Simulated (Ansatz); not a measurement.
**Σ9 (114) boundary in bcc W, starting shift (0.33, 0): structure and resistance**

Aim: the relaxed structure and the specific resistance of the Σ9 (114) boundary in bcc W, starting shift (0.33, 0).

Calculated with Ansatz 0.2.0; Ansatz plane-wave DFT, PBE, PAW files; relaxation of a bicrystal slab with its lowest layers held; PAW set soft_1, in the first sound run; inputs show where later runs differ.

## 1. The structure

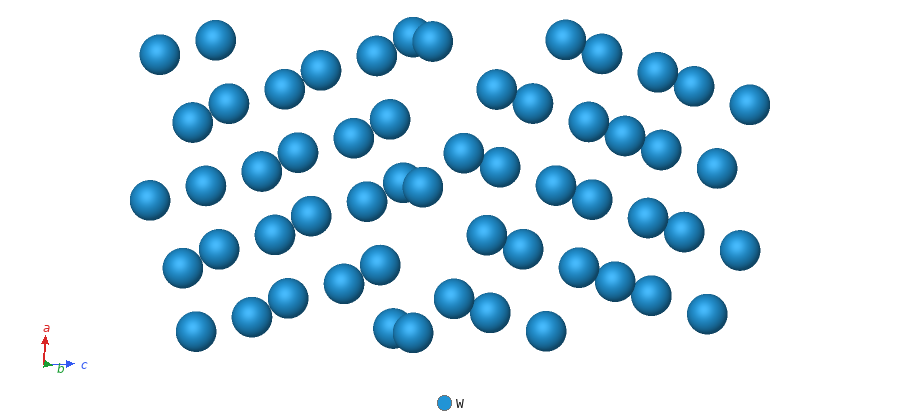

The cell as given, from the side, with the c axis across the page (tungsten blue). 2×1×1 cells are drawn. Some periodic images of atoms are drawn too.

The cell holds 25 atoms: 25 W. Cell: a = 5.248 Å, b = 4.476 Å, c = 29.699 Å, α = 90.0°, β = 90.0°, γ = 64.8°. It derives from W. built on the (1 1 4) plane; 2 overlapping atoms removed and the grains opened by 0.05 Å. Vacuum lies along c.

## 2. Relaxing the bicrystal

The boundary is built by mirroring the lower grain in the boundary plane and removing any atoms that overlap. A thin bicrystal slab is relaxed first, with the lowest layers held and the upper grain free to shift and open.

Contents of input.yaml:

```yaml
crystal:
  lattice:
    - [5.2482270683, 0.0, 0.0]
    - [1.9084462066, 4.0484257627, 0.0]
    - [0.0, 0.0, 29.6987628425]
  atoms:
    - { symbol: W, position: [0.8888888889, 0.0555555557, 0.1683571813] }
    - { symbol: W, position: [0.4444444445, 0.7777777779, 0.1934744065] }
    - { symbol: W, position: [0.0, 0.5000000001, 0.2185916316] }
    - { symbol: W, position: [0.5555555556, 0.2222222223, 0.2437088568] }
    - { symbol: W, position: [0.1111111111, 0.9444444445, 0.268826082] }
    - { symbol: W, position: [0.6666666667, 0.6666666667, 0.2939433072] }
    - { symbol: W, position: [0.2222222222, 0.3888888889, 0.3190605323] }
    - { symbol: W, position: [0.7777777778, 0.1111111111, 0.3441777575] }
    - { symbol: W, position: [0.3333333333, 0.8333333334, 0.3692949827] }
    - { symbol: W, position: [0.8888888889, 0.5555555556, 0.3944122079] }
    - { symbol: W, position: [0.4444444444, 0.2777777778, 0.419529433] }
    - { symbol: W, position: [0.0, 0.0, 0.4446466582] }
    - { symbol: W, position: [0.2188888889, 0.5555555556, 0.4965646804] }
    - { symbol: W, position: [0.6633333333, 0.8333333334, 0.5216819055] }
    - { symbol: W, position: [0.1077777778, 0.1111111111, 0.5467991307] }
    - { symbol: W, position: [0.5522222222, 0.3888888889, 0.5719163559] }
    - { symbol: W, position: [0.9966666667, 0.6666666667, 0.5970335811] }
    - { symbol: W, position: [0.4411111111, 0.9444444445, 0.6221508062] }
    - { symbol: W, position: [0.8855555556, 0.2222222223, 0.6472680314] }
    - { symbol: W, position: [0.33, 0.5000000001, 0.6723852566] }
    - { symbol: W, position: [0.7744444445, 0.7777777779, 0.6975024818] }
    - { symbol: W, position: [0.2188888889, 0.0555555557, 0.7226197069] }
    - { symbol: W, position: [0.6633333334, 0.3333333334, 0.7477369321] }
    - { symbol: W, position: [0.1077777778, 0.6111111112, 0.7728541573] }
    - { symbol: W, position: [0.5522222223, 0.888888889, 0.7979713825] }
kpoints:
  mp_grid: { grid: [6, 6, 1] }
hamiltonian:
  xc: pbe
  pseudopotentials: { kind: paw, azcp: { folder: soft_1 } }
scf:
  occupations: { method: fermi_dirac, width: 0.1 }
relax:
  f_tol: 0.03
  max_steps: 80
  constraints: [{ sites: [0, 1, 2, 3, 4] }]
```

Started as:

```
$ ansatz run input.yaml --threads 4 --pin off --max-ram 15360MiB --backend cpu --events-out ev --progress --plain --runs-dir out
```

Numbers of over 12 decimals in the logs are rounded to 6 here.

Output:

```text
Engine: ansatz 0.2.0, aarch64-unknown-linux-gnu
Pseudopotentials: kind: paw
Pseudopotential: W, paw, valence charge 14, recommended cutoff 420 eV (normal), soft_1/W.paw.azcp
Functional definition: PBE
  parameter kappa = 0.804
  parameter beta = 0.066725
  exchange = pbe_x(kappa = kappa, mu = beta*pi^2/3)
  correlation = pbe_c(beta = beta)
Crystal: 25 atoms, lattice volume = 631.011 Å³
Basis set: ecut = 420 eV, 12347 PW (Γ), exchange–correlation on 72×60×400 points (8 copies of the dense FFT grid, shifted against one another)
Bands: 210, of which v1, the nominal top of the filled ones, is band 175 counted from 1 (174 counted from 0)
Symmetry: 1 space group operations
Space group: P1 (ITA 1), of the structure as read, at distance tolerance 8.6e-5 Å
k-points: 20 of 36 (time reversal used)
Non-local potential: W, projectors of the file, l = 0: 3, l = 1: 2, l = 2: 2, l = 3: 1
PAW form: soft (Blöchl's): semilocal exchange-correlation on the pseudo side does not see the compensation charge
PAW one-centre angular grid: W, 590 points (default); XC on 64 Gauss nodes
Initial density: superposition of atomic densities (neutral atoms: chi_scale 0, normalization atom)
Initial wavefunctions: pseudopotential atomic-orbital guess
Functional: x = pbe(κ = 0.804, μ = 0.219515), c = pbe(β = 0.066725)
SCF iter   1: F=—  HF=-259644.614510 eV  |F-HF|=—  |Δ(HF+E_count)|=         —  Δρ=5.79e-2  dr2=2.11e2  ethr=3.10e-3  ⟨swp⟩=8.2  Hψ=18339  notcnv=0
preconditioner: auto → LDOS  [metal: Δε(μ)=0.009 eV  Ē_g=4.994 eV  σ=0.100 eV  W_gap=0.02  n_scr=156 (ndim 8)  ℏωp=18.1 eV  f_vac=0.282  D(μ)=15.48/eV (n_scr^D=100)  β→1.0]
SCF iter   2: F=—  HF=-259647.046973 eV  |F-HF|=—  |Δ(HF+E_count)|=    2.43e0  Δρ=6.39e-2  dr2=5.04e2  ethr=3.10e-3  ⟨swp⟩=13.2  Hψ=24489  notcnv=0  defer=13  recentre
SCF iter   3: F=—  HF=-259634.514401 eV  |F-HF|=—  |Δ(HF+E_count)|=    1.25e1  Δρ=2.32e-2  dr2=4.93e1  ethr=3.10e-3  ⟨swp⟩=13.0  Hψ=19633  notcnv=0  defer=11
SCF iter   4: F=—  HF=-259632.784893 eV  |F-HF|=—  |Δ(HF+E_count)|=    1.73e0  Δρ=4.02e-3  dr2=3.18e-1  ethr=3.10e-3  ⟨swp⟩=4.2  Hψ=6447  notcnv=0  defer=6
SCF iter   5: F=—  HF=-259632.749325 eV  |F-HF|=—  |Δ(HF+E_count)|=   3.56e-2  Δρ=1.84e-3  dr2=2.05e-1  ethr=9.07e-5  ⟨swp⟩=5.7  Hψ=8767  notcnv=0  defer=15
SCF iter   6: F=—  HF=-259632.749959 eV  |F-HF|=—  |Δ(HF+E_count)|=   6.34e-4  Δρ=7.90e-4  dr2=2.13e-2  ethr=5.85e-5  ⟨swp⟩=2.5  Hψ=5025  notcnv=0  defer=5
SCF iter   7: F=—  HF=-259632.747533 eV  |F-HF|=—  |Δ(HF+E_count)|=   2.43e-3  Δρ=2.51e-4  dr2=3.23e-3  ethr=6.09e-6  ⟨swp⟩=2.3  Hψ=5923  notcnv=0  defer=1
SCF iter   8: F=—  HF=-259632.747523 eV  |F-HF|=—  |Δ(HF+E_count)|=   1.03e-5  Δρ=8.99e-5  dr2=3.57e-4  ethr=9.24e-7  ⟨swp⟩=2.1  Hψ=5804  notcnv=0
SCF iter   9: F=—  HF=-259632.747528 eV  |F-HF|=—  |Δ(HF+E_count)|=   4.55e-6  Δρ=3.52e-5  dr2=3.05e-5  ethr=1.02e-7  ⟨swp⟩=2.0  Hψ=5808  notcnv=0
SCF iter  10: F=-259632.747526 eV  HF=-259632.747528 eV  |F-HF|=2.13e-6  |Δ(HF+E_count)|=   1.97e-7  Δρ=1.25e-5  dr2=3.98e-6  ethr=6.43e-9  ⟨swp⟩=5.2  Hψ=13572  notcnv=0
SCF 1 converged in 10 iterations: F = -259632.747526 eV  dr2 = 3.98e-6
  greatest PAW one-centre occupation: 0.999 electrons in one spin orbital (limit 2), on the W atom at site 21 (counted from 0), in its partial waves of l = 0
relax step   1: F+E_penalty+E_count = -259632.74752566 eV  Δ(F+E_penalty+E_count) = +0.000e0 eV  max|allowed force component| = 2.546e0 eV/Å  Δτ_max = 0.0000 Å  (10 SCF iters, dr2 threshold 2.25e-5 eV, accepted)
Initial density: handed on by an earlier stage of this run
Initial wavefunctions: those handed on with the density
iter 1 solved again at ethr=7.73e-4 eV; its pass at ethr=3.10e-3 eV (dr2=2.71e0 eV) is discarded
SCF iter   1: F=—  HF=-259633.747678 eV  |F-HF|=—  |Δ(HF+E_count)|=         —  Δρ=1.07e-2  dr2=2.86e0  ethr=7.73e-4  ⟨swp⟩=2.1  Hψ=14988  notcnv=0
preconditioner: auto → LDOS  [metal: Δε(μ)=0.012 eV  Ē_g=4.570 eV  σ=0.100 eV  W_gap=0.03  n_scr=156 (ndim 8)  ℏωp=18.1 eV  f_vac=0.289  D(μ)=16.72/eV (n_scr^D=114)  β→1.0]
SCF iter   2: F=—  HF=-259633.658869 eV  |F-HF|=—  |Δ(HF+E_count)|=   8.88e-2  Δρ=5.00e-3  dr2=4.93e-1  ethr=7.73e-4  ⟨swp⟩=4.9  Hψ=7658  notcnv=0  defer=5
SCF iter   3: F=—  HF=-259633.574827 eV  |F-HF|=—  |Δ(HF+E_count)|=   8.40e-2  Δρ=1.55e-3  dr2=4.09e-2  ethr=1.41e-4  ⟨swp⟩=3.5  Hψ=8869  notcnv=0  defer=1
SCF iter   4: F=—  HF=-259633.565570 eV  |F-HF|=—  |Δ(HF+E_count)|=   9.26e-3  Δρ=3.05e-4  dr2=1.62e-3  ethr=1.17e-5  ⟨swp⟩=2.5  Hψ=6967  notcnv=0
SCF iter   5: F=—  HF=-259633.565816 eV  |F-HF|=—  |Δ(HF+E_count)|=   2.46e-4  Δρ=1.11e-4  dr2=1.80e-4  ethr=4.63e-7  ⟨swp⟩=2.6  Hψ=7303  notcnv=0
SCF iter   6: F=-259633.565839 eV  HF=-259633.565860 eV  |F-HF|=2.09e-5  |Δ(HF+E_count)|=   4.37e-5  Δρ=4.91e-5  dr2=4.51e-5  ethr=2.86e-8  ⟨swp⟩=2.9  Hψ=16049  notcnv=0
SCF 2 converged in 6 iterations: F = -259633.565839 eV  dr2 = 4.51e-5
relax step   2: F+E_penalty+E_count = -259633.56583864 eV  Δ(F+E_penalty+E_count) = -8.183e-1 eV  max|allowed force component| = 1.173e0 eV/Å  Δτ_max = 0.1949 Å  (6 SCF iters, dr2 threshold 1.00e-4 eV, accepted)
iter 1 solved again at ethr=1.97e-3 eV; its pass at ethr=3.10e-3 eV (dr2=6.90e0 eV) is discarded
SCF iter   1: F=—  HF=-259634.346060 eV  |F-HF|=—  |Δ(HF+E_count)|=         —  Δρ=1.49e-2  dr2=7.07e0  ethr=1.97e-3  ⟨swp⟩=1.0  Hψ=15874  notcnv=0
preconditioner: auto → LDOS  [metal: Δε(μ)=0.007 eV  Ē_g=4.584 eV  σ=0.100 eV  W_gap=0.02  n_scr=156 (ndim 8)  ℏωp=18.1 eV  f_vac=0.292  D(μ)=16.34/eV (n_scr^D=114)  β→1.0]
SCF iter   2: F=—  HF=-259634.199110 eV  |F-HF|=—  |Δ(HF+E_count)|=   1.47e-1  Δρ=4.42e-3  dr2=2.98e-1  ethr=1.97e-3  ⟨swp⟩=2.4  Hψ=4783  notcnv=0
SCF iter   3: F=—  HF=-259634.154329 eV  |F-HF|=—  |Δ(HF+E_count)|=   4.48e-2  Δρ=2.01e-3  dr2=7.70e-2  ethr=8.52e-5  ⟨swp⟩=3.1  Hψ=9088  notcnv=0
SCF iter   4: F=—  HF=-259634.140426 eV  |F-HF|=—  |Δ(HF+E_count)|=   1.39e-2  Δρ=3.10e-4  dr2=9.22e-4  ethr=2.20e-5  ⟨swp⟩=2.1  Hψ=6385  notcnv=0
SCF iter   5: F=—  HF=-259634.140257 eV  |F-HF|=—  |Δ(HF+E_count)|=   1.69e-4  Δρ=1.15e-4  dr2=1.25e-4  ethr=2.63e-7  ⟨swp⟩=3.0  Hψ=8750  notcnv=0
SCF iter   6: F=-259634.140267 eV  HF=-259634.140287 eV  |F-HF|=2.01e-5  |Δ(HF+E_count)|=   3.02e-5  Δρ=4.88e-5  dr2=3.79e-5  ethr=2.46e-8  ⟨swp⟩=2.9  Hψ=15308  notcnv=0
SCF 3 converged in 6 iterations: F = -259634.140267 eV  dr2 = 3.79e-5
relax step   3: F+E_penalty+E_count = -259634.14026716 eV  Δ(F+E_penalty+E_count) = -5.744e-1 eV  max|allowed force component| = 6.302e-1 eV/Å  Δτ_max = 0.1979 Å  (6 SCF iters, dr2 threshold 8.59e-5 eV, accepted)
[... from here on, the SCF cycles and remarks between the steps are left out ...]
relax step   4: F+E_penalty+E_count = -259634.41156700 eV  Δ(F+E_penalty+E_count) = -2.713e-1 eV  max|allowed force component| = 5.055e-1 eV/Å  Δτ_max = 0.1937 Å  (6 SCF iters, dr2 threshold 8.42e-5 eV, accepted)
relax step   5: F+E_penalty+E_count = -259634.61694695 eV  Δ(F+E_penalty+E_count) = -2.054e-1 eV  max|allowed force component| = 2.652e-1 eV/Å  Δτ_max = 0.2000 Å  (6 SCF iters, dr2 threshold 7.38e-5 eV, accepted)
relax step   6: F+E_penalty+E_count = -259634.75220847 eV  Δ(F+E_penalty+E_count) = -1.353e-1 eV  max|allowed force component| = 1.674e-1 eV/Å  Δτ_max = 0.2000 Å  (7 SCF iters, dr2 threshold 1.94e-5 eV, accepted)
relax step   7: F+E_penalty+E_count = -259634.81784761 eV  Δ(F+E_penalty+E_count) = -6.564e-2 eV  max|allowed force component| = 1.218e-1 eV/Å  Δτ_max = 0.1945 Å  (7 SCF iters, dr2 threshold 7.72e-6 eV, accepted)
relax step   8: F+E_penalty+E_count = -259634.83920547 eV  Δ(F+E_penalty+E_count) = -2.136e-2 eV  max|allowed force component| = 1.305e-1 eV/Å  Δτ_max = 0.1950 Å  (7 SCF iters, dr2 threshold 5.91e-6 eV, accepted)
relax step   9: F+E_penalty+E_count = -259634.84452453 eV  Δ(F+E_penalty+E_count) = -5.319e-3 eV  max|allowed force component| = 9.279e-2 eV/Å  Δτ_max = 0.0340 Å  (5 SCF iters, dr2 threshold 9.01e-6 eV, accepted)
relax step  10: F+E_penalty+E_count = -259634.84544892 eV  Δ(F+E_penalty+E_count) = -9.244e-4 eV  max|allowed force component| = 4.237e-2 eV/Å  Δτ_max = 0.0289 Å  (5 SCF iters, dr2 threshold 4.36e-6 eV, accepted)
SCF iter   1: F=—  HF=-259634.847332 eV  |F-HF|=—  |Δ(HF+E_count)|=         —  Δρ=6.77e-4  dr2=7.84e-3  ethr=1.91e-5  ⟨swp⟩=2.0  Hψ=6685  notcnv=0
preconditioner: auto → LDOS  [metal: Δε(μ)=0.010 eV  Ē_g=4.614 eV  σ=0.100 eV  W_gap=0.02  n_scr=156 (ndim 8)  ℏωp=18.1 eV  f_vac=0.299  D(μ)=16.25/eV (n_scr^D=114)  β→1.0]
SCF iter   2: F=—  HF=-259634.847021 eV  |F-HF|=—  |Δ(HF+E_count)|=   3.12e-4  Δρ=2.42e-4  dr2=9.36e-4  ethr=2.24e-6  ⟨swp⟩=2.0  Hψ=6248  notcnv=0
SCF iter   3: F=—  HF=-259634.846908 eV  |F-HF|=—  |Δ(HF+E_count)|=   1.13e-4  Δρ=1.15e-4  dr2=2.76e-4  ethr=2.67e-7  ⟨swp⟩=3.0  Hψ=7477  notcnv=0
SCF iter   4: F=—  HF=-259634.846852 eV  |F-HF|=—  |Δ(HF+E_count)|=   5.57e-5  Δρ=2.23e-5  dr2=6.55e-6  ethr=7.87e-8  ⟨swp⟩=3.5  Hψ=8188  notcnv=0
SCF iter   5: F=—  HF=-259634.846265 eV  |F-HF|=—  |Δ(HF+E_count)|=   5.87e-4  Δρ=6.59e-6  dr2=4.62e-7  ethr=1.87e-9  ⟨swp⟩=2.4  Hψ=7334  notcnv=0
SCF iter   6: F=-259634.846265 eV  HF=-259634.846265 eV  |F-HF|=2.79e-9  |Δ(HF+E_count)|=   7.46e-8  Δρ=2.40e-6  dr2=7.40e-8  ethr=2.86e-11  ⟨swp⟩=5.2  Hψ=15475  notcnv=0
SCF 11 converged in 6 iterations: F = -259634.846265 eV  dr2 = 7.40e-8
relax step  11: F+E_penalty+E_count = -259634.84626483 eV  Δ(F+E_penalty+E_count) = -8.159e-4 eV  max|allowed force component| = 1.521e-2 eV/Å  Δτ_max = 0.0146 Å  (6 SCF iters, accepted)
SCF converged after 6 iterations
Free energy (F): -259634.846265 eV
Harris-Foulkes:  -259634.846265 eV  (|F-HF|=2.79e-9)
Internal energy: -259634.308770 eV  (E = F + TS)
E sigma→0 (E₀):  -259634.577518 eV
Entropy (-TS):   -0.537494 eV (-21.500 meV/atom)
Fermi energy:    12.562219 eV
--- Per-component energies (eV) ---
  E_band       = -5467.990967
  E_kinetic    = 10510.881681
  E_local      = -328388.724829  (includes V_loc(G=0)·N_el)
  E_nonlocal   = -629.617874
  E_hartree    = 161428.157784
  E_xc         = -6671.798631
  E_vxc        = -5755.843417  (∫ρ·V_xc dr)
  E_paw        = -214445.131331  (= ΣΔE_a)
  E_vpaw       = -4061.029016  (= ΣTr[D̂ρ^β])
  E_aug_tail   = 0.003720  (compensation charges beyond the density's cutoff)
  E_ewald      = 118561.920710
  E_smearing   = -0.537494  (= −TS)
  E_closure    = 0.000000  (closes the sum)
  Σ components = -259634.846265   (vs F -259634.846265, Δ=0.00e0)
--- Forces (eV/Å), atoms counted from 1 ---
  atom   1  W      0.14646902    -0.06900939     2.55858106
  atom   2  W     -0.39666547     0.18697561     0.15757894
  atom   3  W     -0.04379258     0.02065049    -1.36318336
  atom   4  W     -0.02884446     0.01330780    -1.46106002
  atom   5  W      0.32373552    -0.15359857     0.10882768
  atom   6  W     -0.00373556     0.00164139    -0.00366963
  atom   7  W      0.00360741    -0.00039412    -0.00833611
  atom   8  W     -0.00452273     0.00087061    -0.00432406
  atom   9  W      0.00560677    -0.00201308     0.00399626
  atom  10  W     -0.00336393     0.00191949     0.00644804
  atom  11  W      0.00363237    -0.00156925     0.00822277
  atom  12  W      0.00153051    -0.00155953     0.00368126
  atom  13  W     -0.00020153     0.00105544    -0.01124813
  atom  14  W     -0.00003615     0.00005449     0.01194326
  atom  15  W      0.00414099    -0.00230377    -0.01010201
  atom  16  W     -0.00532151     0.00179303    -0.01521486
  atom  17  W      0.00381087    -0.00143914     0.00021165
  atom  18  W     -0.00647857     0.00304055    -0.00933013
  atom  19  W      0.00690667    -0.00021425     0.00649210
  atom  20  W     -0.00698623    -0.00163286     0.00439317
  atom  21  W     -0.00035158    -0.00548048     0.00844083
  atom  22  W     -0.00298297     0.00055779     0.00582803
  atom  23  W      0.00223780     0.00419803     0.00368937
  atom  24  W     -0.00557640     0.00752544     0.00075487
  atom  25  W      0.00729618    -0.00435288    -0.00263778
  max |Σ_I F_I| component: 1.14e-4 eV/Å
--- Relaxed structure (11 steps of the walk, 11 accepted, 0 SCFs on fresh bases) ---
  F+E_penalty+E_count = -259634.84626483 eV   max|allowed force component| = 1.521e-2 eV/Å
  atoms:
    - { symbol: W, position: [0.888889, 0.055556, 0.168357] }
    - { symbol: W, position: [0.444444, 0.777778, 0.193474] }
    - { symbol: W, position: [-2.7755575615628914e-17, 0.5000000001, 0.218592] }
    - { symbol: W, position: [0.5555555556, 0.222222, 0.243709] }
    - { symbol: W, position: [0.111111, 0.944444, 0.268826] }
    - { symbol: W, position: [0.667499, 0.666242, 0.294199] }
    - { symbol: W, position: [0.220684, 0.389626, 0.319675] }
    - { symbol: W, position: [0.773709, 0.113134, 0.344435] }
    - { symbol: W, position: [0.332074, 0.833923, 0.370465] }
    - { symbol: W, position: [0.883520, 0.558203, 0.396283] }
    - { symbol: W, position: [0.454174, 0.272868, 0.419369] }
    - { symbol: W, position: [-0.00146542, 0.000689041, 0.443750] }
    - { symbol: W, position: [0.127518, 0.436167, 0.490006] }
    - { symbol: W, position: [0.565371, 0.717234, 0.500160] }
    - { symbol: W, position: [0.011895, -0.00602643, 0.537440] }
    - { symbol: W, position: [0.464886, 0.267480, 0.560858] }
    - { symbol: W, position: [0.896478, 0.551661, 0.585176] }
    - { symbol: W, position: [0.344496, 0.827661, 0.611168] }
    - { symbol: W, position: [0.788121, 0.105808, 0.636614] }
    - { symbol: W, position: [0.237007, 0.381420, 0.661312] }
    - { symbol: W, position: [0.684252, 0.657774, 0.686428] }
    - { symbol: W, position: [0.124058, -0.062219, 0.713461] }
    - { symbol: W, position: [0.566650, 0.216395, 0.739265] }
    - { symbol: W, position: [-0.00715289, 0.503234, 0.760209] }
    - { symbol: W, position: [0.459799, 0.769866, 0.782257] }
```

Run time: 16 min. Hardware: 4 threads of Arm Neoverse V1, shared host; peak memory 3.4 GiB; 64 min of CPU time.

(Part 1 of 3 ends here.)

[Logs are printed without paths, hosts, clocks, repeated set-up lines and the standing remarks that a program may print on its own settings, such as how far it seeks lower states.]

[Hosts, paths, dates, database ids (printed as entryN), source tags and the programs' standing remarks are cut or masked in the printed files.]
